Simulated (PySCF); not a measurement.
H$_{8}$N$_{2}$OPSi$_{2}$ (doublet)

```xyz
14

P     0.0122    0.1747   -0.8203
O    -1.3420    0.7149   -0.6736
N     0.0985   -1.4340   -0.2986
Si   -1.3058   -2.4651   -0.3780
N     1.1027    0.9414    0.2241
Si    0.8331    2.5887    0.7291
H     1.0159   -1.8348   -0.3996
H    -0.7344   -3.7672   -0.0240
H    -2.2536   -1.9694    0.6105
H    -1.8745   -2.4885   -1.7265
H     2.0438    0.5960    0.1374
H     0.6620    3.4775   -0.4215
H     2.0782    2.8844    1.4432
H    -0.3360    2.5814    1.5977
```

Geometry: GFN2-xTB.

All numbers below come from UKS B3LYP, pcH-1 on H N O P Si, non-relativistic, mean-field spin-orbit, GIAO in PySCF 2.14.0, density-fitted response routines.

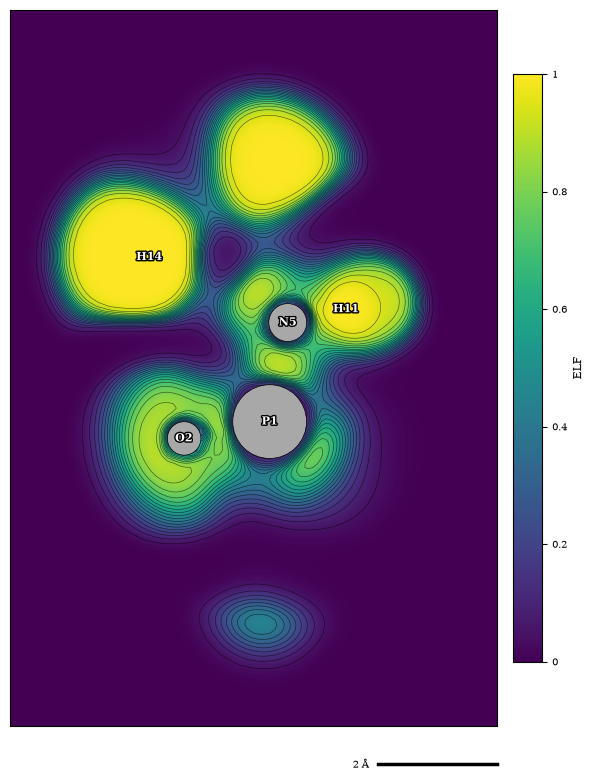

Figure 1. ELF on the plane of atoms P1, N5 and H11. Grey discs cover the atomic cores.

Interpret the plot.

The section cuts through P, O, N and H sites. P–O (1.47 Å): the ELF peaks at about 0.85 between the atoms; a polar covalent bond. P–N (1.69 Å): the ELF peaks at about 0.90 between the atoms, as expected for a polar covalent bond. N–H (1.01 Å): the ELF climbs to about 1 towards the hydrogen, as it does in any bond to H; an ordinary covalent bond to hydrogen. The ELF also peaks beside O2, away from the bonds: non-bonding electrons, paired or unpaired.

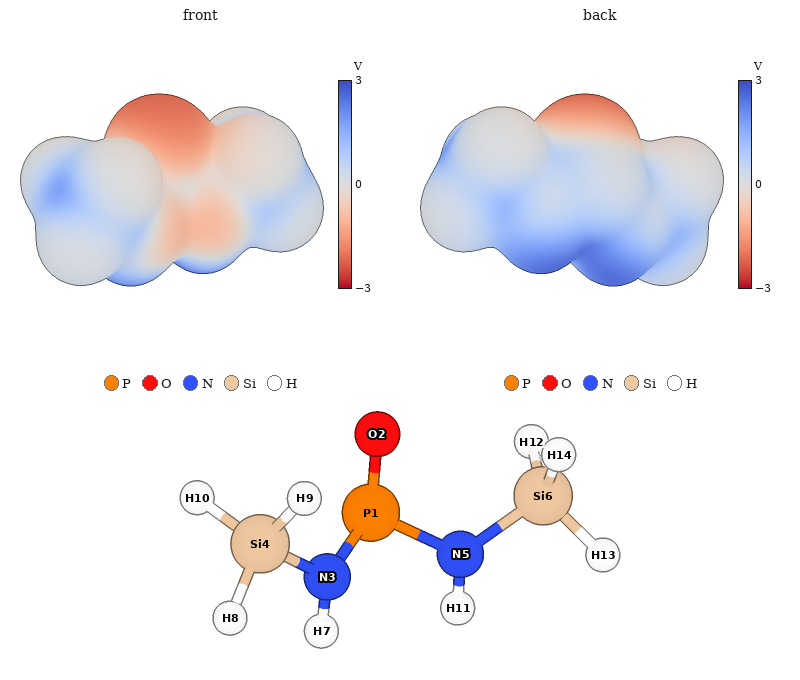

Figure 2. The molecular electrostatic potential painted on the density surface at 0.002 e/bohr³, seen from the front and from behind; the colour scale runs from red (negative) to blue (positive). The bare structure is drawn below in the same view.

Where is the surface potential most negative and most positive?

The most negative region (about −2.1 V, or −48 kcal/mol for a unit charge) lies over O2, the most positive (about +2.4 V, or +55 kcal/mol for a unit charge) over P1, H7 and H11. O2 is the likeliest acceptor of a hydrogen bond.
